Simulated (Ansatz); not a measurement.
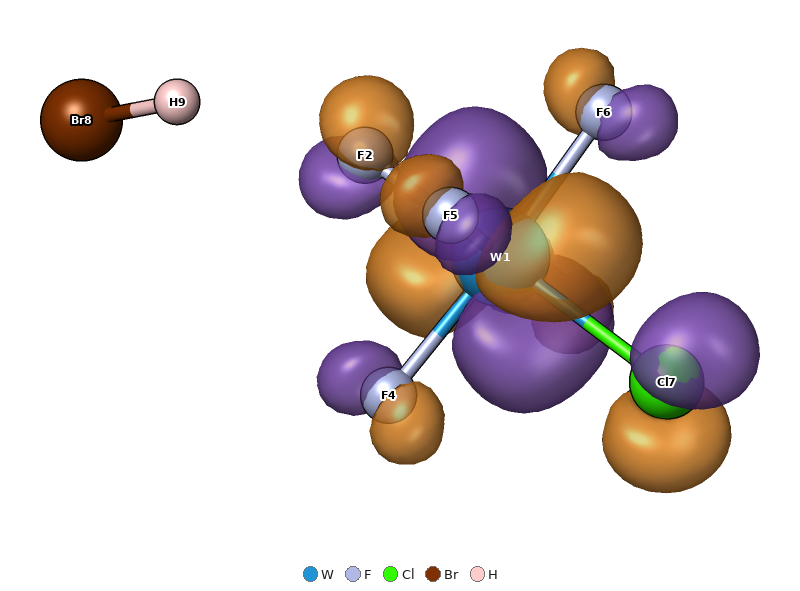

ClF5W···HBr. The LUMO at ±0.1 Å⁻³ᐟ² (orange and purple are the two phases), seen at an oblique angle.

Core potentials replace the inner electrons of W.

Theory: RHF/def2-SVP (Ansatz 0.2.0).

Input

```
crystal:
  periodic: [false, false, false]
  atoms:
    - { symbol: W, position_ang: [-0.090633, -0.087358, -0.185895] }
    - { symbol: F, position_ang: [0.038708, 0.05531, 1.648961] }
    - { symbol: F, position_ang: [1.71933, -0.13376, -0.321507] }
    - { symbol: F, position_ang: [-0.165762, 1.720694, -0.333611] }
    - { symbol: F, position_ang: [-1.905072, -0.116598, 0.020761] }
    - { symbol: F, position_ang: [-0.091236, -1.901072, 0.029496] }
    - { symbol: Cl, position_ang: [-0.304446, -0.319008, -2.433172] }
    - { symbol: Br, position_ang: [2.190266, 2.245359, 1.751957] }
    - { symbol: H, position_ang: [1.355945, 1.398132, 2.64311] }
basis:
  gaussian: { orbitals: def2-SVP }
hamiltonian:
  xc: hf
relax:
  f_tol: 0.03
  max_steps: 50
output:
  orbitals: {}
```

Command:

```sh
ansatz run input.yaml --threads 4 --pin off --max-ram 5120MiB --backend cpu --events-out ev --progress --plain --runs-dir out
```

The fields are those of the run's last geometry, not of the input's.

Question: What is the character of this orbital?

Answer: By Hirshfeld shares it lies mainly on W1 (about 70 %) and Cl7 (about 10 %). Its energy is −2.18 eV.
